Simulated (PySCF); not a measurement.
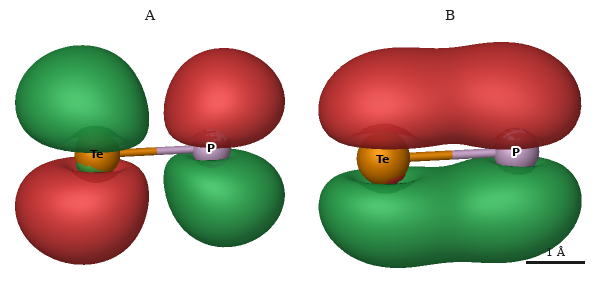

Figure. TeP (charge −1, triplet). Two frontier α-spin orbitals, each drawn at the value that holds 80 % of its norm (green and red are the two phases), in no order; of a degenerate pair one member is drawn.

Core potentials replace the inner electrons of Te.

These are results of PBE0/def2-SVPD, non-relativistic Hamiltonian with scalar-relativistic core potentials where named, at a bond length of 2.375 Å in PySCF 2.14.0, not measurements.

Question: Name the orbitals and rank them from lowest to highest energy.

Answer: Orbital B: π, occupied in this spin, −2.51 eV; bonding, with no node between the atoms.
Orbital A: π, occupied in this spin, −0.15 eV; antibonding, with a node between the atoms.
